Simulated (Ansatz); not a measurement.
# Ag+ with Cl₂: superposition error and deformation, part 2 of 2

Ansatz 0.2.0, Gaussian basis. Earlier steps stand in the parts before.

## Step 12: wB97X-V/def2-TZVPPD

The input, free-b/in.yaml:

```yaml
crystal:
  periodic: [false, false, false]
  atoms:
    - {symbol: Cl, position_ang: [-0.646709, 0.604954, 1.486635]}
    - {symbol: Cl, position_ang: [0.592002, -0.553736, 0.460400]}
basis:
  gaussian: {orbitals: "def2-TZVPPD.json"}
hamiltonian: {xc: {name: wB97X-V}}
```

Command:

```bash
> ansatz run in.yaml --threads 2 --pin off --events-out ev --progress --plain --max-ram 5222MiB
```

The program printed (excerpt; [...] marks lines left out):

```text
Functional definition: wB97X-V
  name "wB97X-V"
  cite "Mardirossian & Head-Gordon, Phys. Chem. Chem. Phys. 16, 9904 (2014) doi:10.1039/C3CP54374A"
  cite "Becke, J. Chem. Phys. 107, 8554 (1997) doi:10.1063/1.475007"
  cite "Vydrov & Van Voorhis, J. Chem. Phys. 133, 244103 (2010) doi:10.1063/1.3521275"
[...]
      + integral(e_c_pw_opposite_spin*poly(b97_u_opposite, cos0, cos1)) + vv10(b, c)
654 factors; their error is unknown
114 factors; integrals over basis functions are off by at most 7.8e-5 eV
[...]
mean field -25041.37379238 eV, -920.2535132173 hartree, gradient 2.2e-5 eV, S^2 0.000000; 0 other end points of the search recorded, 0 dependent functions left out
reference -25041.37378984 eV, -920.2535131239 hartree; 17, 17 occupied and 85, 85 virtual orbitals, 654 factors
Total energy: -25041.37378984 eV, -920.2535131239 hartree
```

Wall time 1.1 s (2 threads of Intel Xeon Platinum 8488C, shared host).

## Step 13: wB97M-V/def2-TZVPPD

free-b/in.yaml: that of step 12 with these lines changed.

```diff
@@ -7,2 +7,2 @@
   gaussian: {orbitals: "def2-TZVPPD.json"}
-hamiltonian: {xc: {name: wB97X-V}}
+hamiltonian: {xc: {name: wB97M-V}}
```

Command:

```bash
> ansatz run in.yaml --threads 2 --pin off --events-out ev --progress --plain --max-ram 5222MiB
```

The program printed (excerpt; [...] marks lines left out):

```text
[... 5 set-up lines as earlier in the session ...]
  # Of w^i u^j: cxij and so on, Table III.
[...]
  gx(w, u) = 1 - cx + cx01*u + cx10*w
  gss(w, u) = css00 + css04*u^4 + css10*w + css20*w^2 + css43*w^4*u^3
  gos(w, u) = cos00 + cos10*w + (cos20 + cos21*u)*w^2 + (cos60 + cos61*u)*w^6
[...]
      + integral(e_c_pw_mod_opposite_spin*gos(b97_w_opposite, b97_u_opposite)) + vv10(b, c)
654 factors; their error is unknown
114 factors; integrals over basis functions are off by at most 7.8e-5 eV
[...]
mean field -25043.96063874 eV, -920.3485780675 hartree, gradient 1.7e-5 eV, S^2 0.000000; 0 other end points of the search recorded, 0 dependent functions left out
reference -25043.96070521 eV, -920.3485805104 hartree; 17, 17 occupied and 85, 85 virtual orbitals, 654 factors
Total energy: -25043.96070521 eV, -920.3485805104 hartree
```

Wall time 1.2 s (2 threads of Intel Xeon Platinum 8488C, shared host).

## Step 14: B2PLYP/def2-TZVPPD

free-b/in.yaml: that of step 13 with these lines changed.

```diff
@@ -7,2 +7,2 @@
   gaussian: {orbitals: "def2-TZVPPD.json"}
-hamiltonian: {xc: {name: wB97M-V}}
+hamiltonian: {xc: {name: B2PLYP}}
```

Command:

```bash
> ansatz run in.yaml --threads 2 --pin off --events-out ev --progress --plain --max-ram 5222MiB
```

The program printed (excerpt; [...] marks lines left out):

```text
[... 5 set-up lines as earlier in the session ...]
[...]
597 factors; integrals over basis functions are off by at most 9.7e-4 eV
[...]
mean field -25034.68675735 eV, -920.0077692123 hartree, gradient 5.4e-6 eV, S^2 0.000000; 0 other end points of the search recorded, 0 dependent functions left out
10 core orbitals not correlated: weight in the atoms' cores, before any rotation towards them, 1.000 or more for the frozen orbitals, at most 0.000 for the correlated occupied ones
reference -25034.68689844 eV, -920.0077743973 hartree; 7, 7 occupied and 85, 85 virtual orbitals, 597 factors
second order -12.72702713 eV of doubles, -0.00000000 eV of singles
Total energy: -25038.12319576 eV, -920.1340559947 hartree
```

It took 0.75 s on 2 threads of Intel Xeon Platinum 8488C, shared host.

## Step 15: BLYP-D4/def2-TZVPPD

free-b/in.yaml: that of step 14 with these lines changed.

```diff
@@ -7,2 +7,2 @@
   gaussian: {orbitals: "def2-TZVPPD.json"}
-hamiltonian: {xc: {name: B2PLYP}}
+hamiltonian: {xc: {name: BLYP}, dispersion: d4}
```

Command:

```bash
> ansatz run in.yaml --threads 2 --pin off --events-out ev --progress --plain --max-ram 5222MiB
```

The program printed (excerpt; [...] marks lines left out):

```text
Functional definition: BLYP
  name "BLYP"
[... 2 set-up lines as earlier in the session ...]
  parameter beta = 0.0042
  parameter a = 0.04918
  parameter b = 0.132
  parameter c = 0.2533
  parameter d = 0.349
  exchange = b88_x(beta = beta)
  correlation = lyp_c(a = a, b = b, c = c, d = d)
648 factors; their error is unknown
mean field evaluation 1: about -25045.0649 eV, gradient 9.2e0 eV
mean field evaluation 2: about -25045.1480 eV, gradient 6.9e0 eV
mean field evaluation 4: about -25045.2280 eV, gradient 4.9e-1 eV
mean field evaluation 8: about -25045.2163 eV, gradient 1.1e-3 eV
mean field -25045.21630319 eV, -920.3947228850 hartree, gradient 5.9e-5 eV, S^2 0.000000; 0 other end points of the search recorded, 0 dependent functions left out
reference -25045.21660282 eV, -920.3947338962 hartree; 17, 17 occupied and 85, 85 virtual orbitals, 648 factors
Total energy: -25045.28545698 eV, -920.3972642397 hartree
```

Wall time 0.4 s (2 threads of Intel Xeon Platinum 8488C, shared host).

## Step 16: revPBE-D4/def2-TZVPPD

free-b/in.yaml: that of step 15 with these lines changed.

```diff
@@ -7,2 +7,2 @@
   gaussian: {orbitals: "def2-TZVPPD.json"}
-hamiltonian: {xc: {name: BLYP}, dispersion: d4}
+hamiltonian: {xc: {name: revPBE}, dispersion: d4}
```

Command:

```bash
> ansatz run in.yaml --threads 2 --pin off --events-out ev --progress --plain --max-ram 5222MiB
```

The program printed (excerpt; [...] marks lines left out):

```text
Functional definition: revPBE
  name "revPBE"
  cite "Zhang & Yang, Phys. Rev. Lett. 80, 890 (1998) doi:10.1103/PhysRevLett.80.890"
[... 1 set-up line as earlier in the session ...]
  parameter kappa = 1.245
[... 3 set-up lines as earlier in the session ...]
648 factors; their error is unknown
mean field evaluation 1: about -25040.6169 eV, gradient 8.4e0 eV
mean field evaluation 2: about -25040.7051 eV, gradient 5.4e0 eV
mean field evaluation 4: about -25040.7541 eV, gradient 4.0e-1 eV
mean field evaluation 8: about -25040.7427 eV, gradient 6.3e-4 eV
mean field -25040.74272774 eV, -920.2303220195 hartree, gradient 4.0e-5 eV, S^2 0.000000; 0 other end points of the search recorded, 0 dependent functions left out
reference -25040.74279761 eV, -920.2303245872 hartree; 17, 17 occupied and 85, 85 virtual orbitals, 648 factors
Total energy: -25040.83274681 eV, -920.2336301592 hartree
```

Run time: 0.35 s. Hardware: 2 threads of Intel Xeon Platinum 8488C, shared host.

## Step 17: B97M-V/def2-TZVPPD

free-b/in.yaml: that of step 16 with these lines changed.

```diff
@@ -7,2 +7,2 @@
   gaussian: {orbitals: "def2-TZVPPD.json"}
-hamiltonian: {xc: {name: revPBE}, dispersion: d4}
+hamiltonian: {xc: {name: B97M-V}}
```

Command:

```bash
> ansatz run in.yaml --threads 2 --pin off --events-out ev --progress --plain --max-ram 5222MiB
```

The program printed (excerpt; [...] marks lines left out):

```text
[... 5 set-up lines as earlier in the session ...]
  # Of w^i u^j: cxij and so on, Table III.
[...]
  gx(w, u) = cx00 + cx01*u + cx02*u^2 + (cx10 + cx11*u)*w
  gss(w, u) = css00 + css02*u^2 + css10*w + (css32*w^3 + css42*w^4)*u^2
  gos(w, u) = cos00 + cos01*u + cos03*u^3 + cos10*w + cos32*w^3*u^2
[...]
      + integral(e_c_pw_mod_opposite_spin*gos(b97_w_opposite, b97_u_opposite)) + vv10(b, c)
648 factors; their error is unknown
[...]
mean field -25038.55717207 eV, -920.1500043300 hartree, gradient 1.6e-5 eV, S^2 0.000000; 0 other end points of the search recorded, 0 dependent functions left out
reference -25038.55725194 eV, -920.1500072651 hartree; 17, 17 occupied and 85, 85 virtual orbitals, 648 factors
Total energy: -25038.55725194 eV, -920.1500072651 hartree
```

Run time: 1 s. Hardware: 2 threads of Intel Xeon Platinum 8488C, shared host.

## Step 18: HSE06-D4/def2-TZVPPD

free-b/in.yaml: that of step 17 with these lines changed.

```diff
@@ -7,2 +7,2 @@
   gaussian: {orbitals: "def2-TZVPPD.json"}
-hamiltonian: {xc: {name: B97M-V}}
+hamiltonian: {xc: hse06, dispersion: d4}
```

Command:

```bash
> ansatz run in.yaml --threads 2 --pin off --events-out ev --progress --plain --max-ram 5222MiB
```

The program printed (excerpt; [...] marks lines left out):

```text
Functional definition: HSE06
  name "HSE06"
  cite "Heyd, Scuseria & Ernzerhof, J. Chem. Phys. 118, 8207 (2003) doi:10.1063/1.1564060"
  cite "Krukau, Vydrov, Izmaylov & Scuseria, J. Chem. Phys. 125, 224106 (2006) doi:10.1063/1.2404663"
  cite "Heyd & Scuseria, J. Chem. Phys. 120, 7274 (2004) doi:10.1063/1.1668634"
  cite "Ernzerhof & Perdew, J. Chem. Phys. 109, 3313 (1998) doi:10.1063/1.476928"
[... 2 set-up lines as earlier in the session ...]
[...]
  # The whole range is PBE's own exchange, as in plane waves. The composition of these papers is wPBEh.
[...]
668 factors; their error is unknown
41 factors; integrals over basis functions are off by at most 3.0e-4 eV
[...]
mean field -25036.54277752 eV, -920.0759766955 hartree, gradient 2.4e-5 eV, S^2 0.000000; 0 other end points of the search recorded, 0 dependent functions left out
reference -25036.54282913 eV, -920.0759785921 hartree; 17, 17 occupied and 85, 85 virtual orbitals, 668 factors
Total energy: -25036.56624840 eV, -920.0768392345 hartree
```

Run time: 0.5 s. Hardware: 2 threads of Intel Xeon Platinum 8488C, shared host.

## Step 19: CCSD(T)/def2-TZVPPD

free-b/in.yaml: that of step 18 with these lines changed.

```diff
@@ -7,2 +7,2 @@
   gaussian: {orbitals: "def2-TZVPPD.json"}
-hamiltonian: {xc: hse06, dispersion: d4}
+correlation: {method: ccsd_t}
```

Command:

```bash
> ansatz run in.yaml --threads 2 --pin off --events-out ev --progress --plain --max-ram 5222MiB
```

The program printed (excerpt; [...] marks lines left out):

```text
[... 4 set-up lines as earlier in the session ...]
[...]
597 factors; integrals over basis functions are off by at most 9.7e-4 eV
[...]
mean field -25006.84276868 eV, -918.9845215020 hartree, gradient 2.3e-6 eV, S^2 0.000000; 0 other end points of the search recorded, 0 dependent functions left out
10 core orbitals not correlated: weight in the atoms' cores, before any rotation towards them, 1.000 or more for the frozen orbitals, at most 0.000 for the correlated occupied ones
reference -25006.84276868 eV, -918.9845215020 hartree; 7, 7 occupied and 85, 85 virtual orbitals, 597 factors
second order -10.39256456 eV of doubles, -0.00000000 eV of singles
cycle   1  -10.98839833 eV  change   -6.0e-1 eV  update   6.3e-2
[...]
cycle   9  -11.29346174 eV  change   -9.1e-7 eV  update   4.9e-6
perturbative correction -0.50326551 eV, -0.0184946665 hartree
Total energy: -25018.63949593 eV, -919.4180432325 hartree
```

Wall time 1.1 s (2 threads of Intel Xeon Platinum 8488C, shared host).

## Step 20: The split

| method | interaction with counterpoise (kJ/mol) | without | superposition error | deformation | binding energy |
| --- | --- | --- | --- | --- | --- |
| PBE-D4 | -96.68 | -97.28 | 0.60 | -0.18 | -96.86 |
| revPBE-D4 | -85.88 | -86.49 | 0.61 | -0.24 | -86.11 |
| BLYP-D4 | -95.46 | -96.10 | 0.64 | -0.45 | -95.91 |
| r2SCAN-D4 | -92.93 | -93.51 | 0.58 | -0.08 | -93.01 |
| B97M-V | -84.04 | -84.60 | 0.56 | 0.00 | -84.04 |
| PBE0-D4 | -79.49 | -80.06 | 0.56 | 0.04 | -79.45 |
| B3LYP-D4 | -82.89 | -83.47 | 0.58 | -0.22 | -83.11 |
| HSE06-D4 | -79.47 | -80.02 | 0.55 | 0.04 | -79.43 |
| wB97X-V | -70.48 | -71.02 | 0.53 | 0.06 | -70.42 |
| wB97M-V | -71.16 | -71.69 | 0.53 | -0.03 | -71.19 |
| B2PLYP | -69.51 | -71.93 | 2.42 | -0.14 | -69.65 |
| Hartree-Fock | -24.75 | -25.33 | 0.59 | 0.10 | -24.65 |
| MP2 | -65.06 | -71.30 | 6.25 | -0.01 | -65.07 |
| CCSD | -54.06 | -59.90 | 5.84 | -0.13 | -54.19 |
| CCSD(T) | -59.18 | -65.85 | 6.68 | -0.20 | -59.37 |

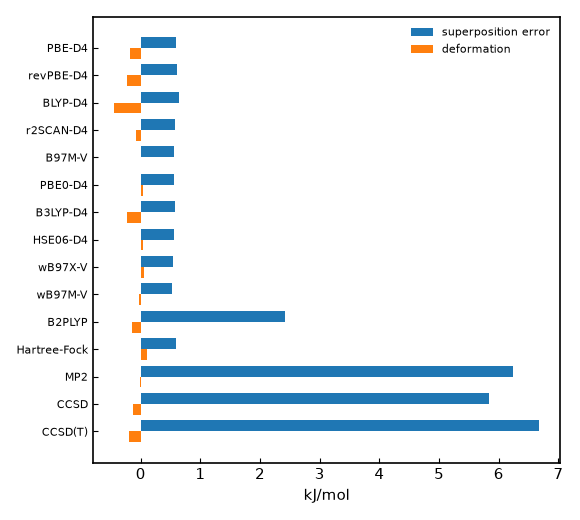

Superposition error and deformation energy by method.

## Step 21: Results

This closing draws on all 2 parts.

| quantity | value |
| --- | --- |
| interaction, CCSD(T) | -59.18 kJ/mol |
| superposition error | 6.68 kJ/mol |
| deformation | -0.20 kJ/mol |
| binding energy | -59.37 kJ/mol |

In words: In this basis the superposition error is 6.68 kJ/mol for CCSD(T) and 0.58 kJ/mol on average for the plain functionals: correlated methods borrow far more, since they need many more functions to converge. The free shapes are PBE0-D4 minima, so other methods can show a small negative deformation energy.
